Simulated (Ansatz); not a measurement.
# C₃H₁₁AsSi: a short trajectory

Aim: follow C₃H₁₁AsSi for 50 steps with a Langevin thermostat (500 K) and see how far bonds stretch and how energy moves between motion and potential.

Method: BLYP/def2-SVP with D4 dispersion; program: Ansatz 0.2.0, Gaussian basis.

### 1 The geometry

The structure was relaxed beforehand with PBE0-D4 in a triple-zeta def2 set.

SMILES `CC[As](C)[SiH3]`, 16 atoms, charge 0, spin multiplicity 1.

Atoms are counted from 1 here; the program's logs count them from 0.

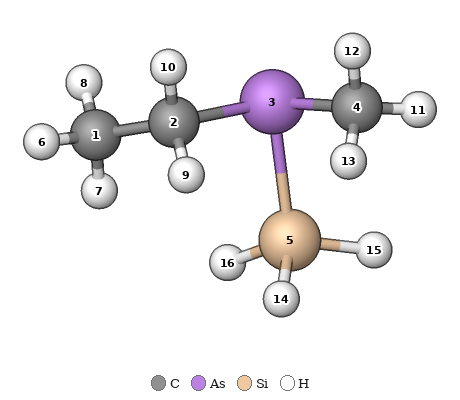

The geometry (carbon grey, arsenic purple, silicon light orange, hydrogen white); atoms are numbered from 1 in the order of the file.

### 2 The run

in.yaml

```yaml
crystal:
  periodic: [false, false, false]
  atoms:
    - {symbol: C, position_ang: [0.645238, 1.175650, -1.858694]}
    - {symbol: C, position_ang: [0.695780, -0.122408, -1.074499]}
    - {symbol: As, position_ang: [-1.034664, -0.545654, -0.199737]}
    - {symbol: C, position_ang: [-0.407308, -2.075636, 0.881318]}
    - {symbol: Si, position_ang: [-0.850786, 1.038313, 1.538741]}
    - {symbol: H, position_ang: [1.585846, 1.352924, -2.387004]}
    - {symbol: H, position_ang: [0.469656, 2.034792, -1.206060]}
    - {symbol: H, position_ang: [-0.155434, 1.161059, -2.602362]}
    - {symbol: H, position_ang: [1.484737, -0.101788, -0.318631]}
    - {symbol: H, position_ang: [0.901604, -0.966808, -1.738311]}
    - {symbol: H, position_ang: [-1.178455, -2.347888, 1.602395]}
    - {symbol: H, position_ang: [-0.244575, -2.922926, 0.213680]}
    - {symbol: H, position_ang: [0.520107, -1.850860, 1.409682]}
    - {symbol: H, position_ang: [0.516429, 1.023974, 2.136468]}
    - {symbol: H, position_ang: [-1.837218, 0.712359, 2.604584]}
    - {symbol: H, position_ang: [-1.133954, 2.412298, 1.042728]}
basis:
  gaussian: {orbitals: def2-SVP}
hamiltonian: {xc: {name: BLYP}, dispersion: d4}
md: {timestep: 0.5 fs, n_steps: 50, ensemble: nvt_langevin, temperature: 500, initial_velocities: maxwell_boltzmann, friction: 0.01, seed: 254}
```

Command:

```bash
ansatz run in.yaml --threads 4 --pin off --events-out ev --progress --plain --max-ram 11315MiB
```

The program printed, shortened:

```text
Functional definition: BLYP
  name "BLYP"
  cite "Becke, Phys. Rev. A 38, 3098 (1988) doi:10.1103/PhysRevA.38.3098"
  cite "Lee, Yang & Parr, Phys. Rev. B 37, 785 (1988) doi:10.1103/PhysRevB.37.785"
[...]
1671 factors; their error is unknown
[...]
mean field -71995.63146554 eV, -2645.7906559669 hartree, gradient 1.6e-5 eV, S^2 0.000000; 0 other end points of the search recorded, 0 dependent functions left out
[...]
reference -71995.63184030 eV, -2645.7906697390 hartree; 38, 38 occupied and 109, 109 virtual orbitals, 1671 factors
md step     0: t =     0.00 fs  T =   468.8 K  F+E_penalty+E_count = -71996.49184555 eV  E_kin = 0.969450 eV  (30 SCF iters)
[...]
md step    12: t =     6.00 fs  T =   264.1 K  F+E_penalty+E_count = -71996.02434427 eV  E_kin = 0.546258 eV  (31 SCF iters, 3 dispersion substeps)
[...]
md step    24: t =    12.00 fs  T =   384.0 K  F+E_penalty+E_count = -71996.15909029 eV  E_kin = 0.794221 eV  (31 SCF iters, 3 dispersion substeps)
[...]
md step    36: t =    18.00 fs  T =   375.8 K  F+E_penalty+E_count = -71996.05128731 eV  E_kin = 0.777224 eV  (32 SCF iters, 3 dispersion substeps)
[...]
md step    48: t =    24.00 fs  T =   347.0 K  F+E_penalty+E_count = -71996.08044170 eV  E_kin = 0.717748 eV  (32 SCF iters, 3 dispersion substeps)
[...]
md step    49: t =    24.50 fs  T =   335.6 K  F+E_penalty+E_count = -71996.06213653 eV  E_kin = 0.694085 eV  (32 SCF iters, 3 dispersion substeps)
[...]
Total energy: -71996.01602316 eV, -2645.8047881987 hartree
Atom 0 at     0.621911     1.140045    -1.832154 Å, force    -2.201440     0.808587    -0.632820 eV/Å
Atom 1 at     0.752972    -0.162419    -1.083259 Å, force     0.605798    -0.760524    -0.682978 eV/Å
Atom 2 at    -1.081897    -0.516371    -0.189194 Å, force     1.058607    -1.434898     0.341251 eV/Å
Atom 3 at    -0.293804    -2.129327     0.979612 Å, force    -2.075041     0.387396    -0.132492 eV/Å
Atom 4 at    -0.823319     1.038315     1.634046 Å, force     0.772034     0.862699     0.221395 eV/Å
Atom 5 at     1.561372     1.488538    -2.224253 Å, force     0.994976     0.467825    -0.369471 eV/Å
Atom 6 at     0.131846     1.981498    -1.226402 Å, force     0.610793    -0.691396    -0.488566 eV/Å
Atom 7 at    -0.068055     0.962749    -2.733711 Å, force     0.589135     0.399520     0.773824 eV/Å
Atom 8 at     1.638055    -0.134156    -0.394249 Å, force    -0.592518    -0.110586     0.180881 eV/Å
Atom 9 at     1.039899    -0.954311    -1.895196 Å, force    -0.749552     0.563781     1.357643 eV/Å
Atom 10 at    -1.026303    -2.258541     1.852204 Å, force     0.810813    -0.243840    -0.922826 eV/Å
Atom 11 at    -0.181770    -3.036648     0.332325 Å, force    -0.269134     0.360430     0.338886 eV/Å
Atom 12 at     0.665053    -1.807755     1.345573 Å, force     0.898012     0.255639     0.388994 eV/Å
Atom 13 at     0.580800     0.987976     2.176028 Å, force     0.098448    -0.227363    -0.052290 eV/Å
Atom 14 at    -1.679685     0.911073     2.848986 Å, force    -0.368092    -0.386771    -0.039001 eV/Å
Atom 15 at    -0.943302     2.508959     1.278855 Å, force    -0.182838    -0.250499    -0.282430 eV/Å
Dipole moment:     0.123797    -0.150828    -0.118511 e Å
```

It took 1.7 min on 4 threads of Arm Neoverse V2, shared host.

### 3 Frames and traces

Every 4 steps, with energies from the start:

```
time (fs)  T (K)  potential (meV)  C2–H10 (Å)
      0.0    469              0.0       1.094
      2.0    387            212.5       1.183
      4.0    216            533.1       1.212
      6.0    264            467.5       1.161
      8.0    232            570.5       1.057
     10.0    238            617.9       1.020
     12.0    384            332.8       1.110
     14.0    285            523.4       1.201
     16.0    310            548.1       1.211
     18.0    376            440.6       1.136
     20.0    235            681.3       1.044
     22.0    235            639.2       1.041
     24.0    347            411.4       1.128
```

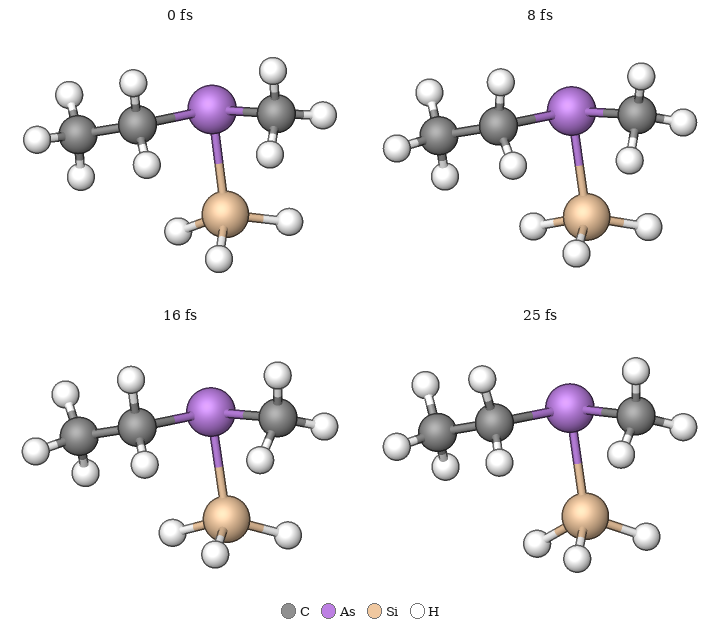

Four frames; sticks are those of the first frame.

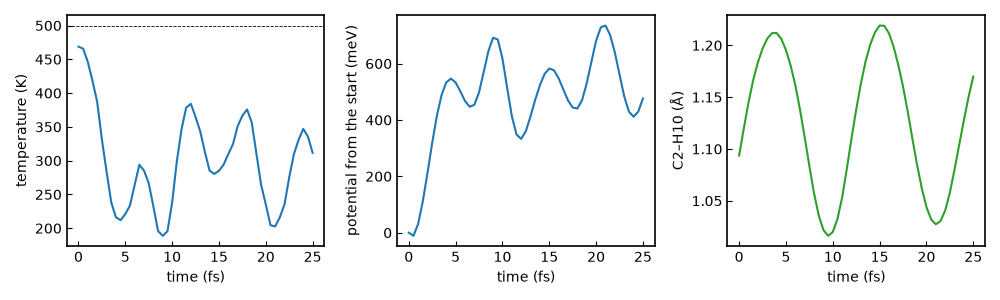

Temperature (the set value dashed), potential energy and the bond that swings most.

Positions (Å) and forces (eV/Å) at 25.0 fs:

```xyz
16

C     0.622    1.140   -1.832   -2.201    0.809   -0.633
C     0.753   -0.162   -1.083    0.606   -0.761   -0.683
As   -1.082   -0.516   -0.189    1.059   -1.435    0.341
C    -0.294   -2.129    0.980   -2.075    0.387   -0.132
Si   -0.823    1.038    1.634    0.772    0.863    0.221
H     1.561    1.489   -2.224    0.995    0.468   -0.369
H     0.132    1.981   -1.226    0.611   -0.691   -0.489
H    -0.068    0.963   -2.734    0.589    0.400    0.774
H     1.638   -0.134   -0.394   -0.593   -0.111    0.181
H     1.040   -0.954   -1.895   -0.750    0.564    1.358
H    -1.026   -2.259    1.852    0.811   -0.244   -0.923
H    -0.182   -3.037    0.332   -0.269    0.360    0.339
H     0.665   -1.808    1.346    0.898    0.256    0.389
H     0.581    0.988    2.176    0.098   -0.227   -0.052
H    -1.680    0.911    2.849   -0.368   -0.387   -0.039
H    -0.943    2.509    1.279   -0.183   -0.250   -0.282
```

### 4 Results

| quantity | value |
| --- | --- |
| length | 50 steps of 0.5 fs |
| temperature, first and last frame | 469, 312 K |
| temperature, second half | mean 301 K, from 203 to 376 K |
| swing of the potential | 746 meV |
| range of C2–H10 | 1.016 to 1.219 Å |

In words: From 469 K at the start the temperature swings between 189 and 469 K: with 16 atoms it has no steady value yet; energy flows between kinetic and potential parts, and any thermostat adds or takes heat. C2–H10 swings most, by 0.20 Å; no bond breaks. A run of 25 fs gives no averages.
